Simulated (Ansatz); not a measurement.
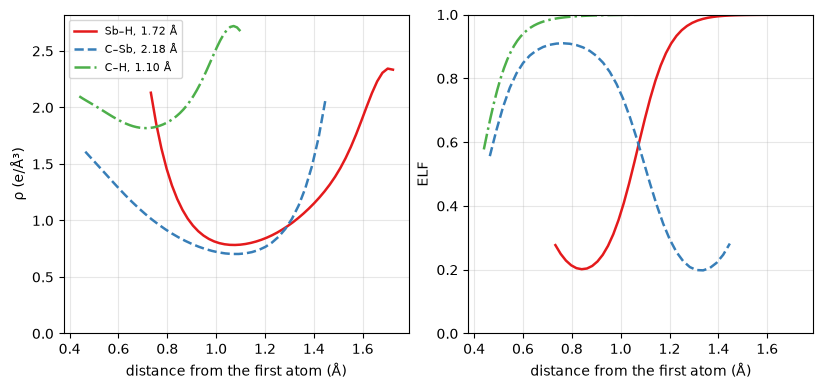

Figure. C₂H₇Sb (SbMe2H). Electron density and electron localisation function along straight lines between neighbouring atoms. The curves leave out the atomic cores.

Geometry: r2SCAN-D4/def2-SVP; core potentials replace the inner electrons of Sb; not at a stationary point (largest force 0.5 eV/Å).

These are results of RKS PBE0-D4/def2-TZVP in Ansatz 0.2.0, not measurements.

Input

```
crystal:
  periodic: [false, false, false]
  atoms:
    - {symbol: Sb, position_ang: [-0.353881, -0.612509, 1.134991]}
    - {symbol: C, position_ang: [1.498602, -0.604235, -0.021967]}
    - {symbol: H, position_ang: [2.093944, 0.275312, 0.264440]}
    - {symbol: H, position_ang: [1.281376, -0.564716, -1.098615]}
    - {symbol: H, position_ang: [2.080468, -1.510292, 0.201205]}
    - {symbol: C, position_ang: [-1.266890, 1.002909, -0.016994]}
    - {symbol: H, position_ang: [-2.343179, 1.053881, 0.202839]}
    - {symbol: H, position_ang: [-1.120702, 0.839747, -1.094004]}
    - {symbol: H, position_ang: [-0.802757, 1.956291, 0.275738]}
    - {symbol: H, position_ang: [-1.066980, -1.836399, 0.152367]}
basis:
  gaussian: {orbitals: def2-TZVP, initial_orbitals: start.molden}
hamiltonian: {xc: pbe0, dispersion: d4}
scf: {omitted_lower_state_checks: [starts]}
output: {forces: true, orbitals: {seedname: orbitals}}
```

Run with:

```sh
ansatz run in.yaml --threads 4 --pin off --events-out ev --progress --plain --max-ram 3916MiB
```

Q: Compare the contacts.

A: Sb–H (1.72 Å): ρ is about 1.1 e/Å³ halfway; the ELF climbs to about 1 towards the hydrogen.
C–Sb (2.18 Å): ρ is about 0.7 e/Å³ halfway; the ELF peaks at about 0.90 in the valence shell of C, 0.8 Å from its nucleus, and drops to about 0.20 between the two atoms.
C–H (1.10 Å): ρ is about 2 e/Å³ halfway; the ELF climbs to about 1 towards the hydrogen (an ordinary covalent bond to hydrogen).
